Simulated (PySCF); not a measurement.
B(OH)(OEt)(NH2), SMILES OB(N)OCC (C₂H₈BNO₂) at its B3LYP/def2-SVP optimised geometry (Å):

```
14

B     -0.7145     0.0698     0.0000
O     -1.3784     1.2795     0.0000
H     -2.3369     1.2003     0.0302
O      0.6555     0.0698     0.0000
C      1.4134     1.2670    -0.0204
C      1.6472     1.7671    -1.4400
H      0.9154     2.0492     0.5780
H      2.3789     1.0404     0.4634
H      0.6944     2.0482    -1.9152
H      2.3030     2.6535    -1.4358
H      2.1248     0.9864    -2.0533
N     -1.3769    -1.1859     0.0015
H     -0.8493    -2.0492     0.0090
H     -2.3789    -1.3149    -0.0006
```

Method: PySCF with B3LYP/def2-TZVP. Cells within 0.4 Å of a nucleus heavier than hydrogen are left out (blank, or x).

Map of the electrostatic potential (hartree/e), clipped to [-0.08, 0.12] on the plane z = 0.0 Å:

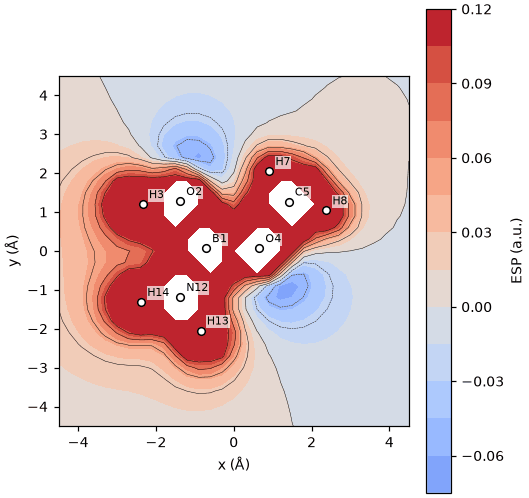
Figure. Electrostatic potential (hartree/e), clipped to [-0.08, 0.12] on the plane z = 0.0 Å.
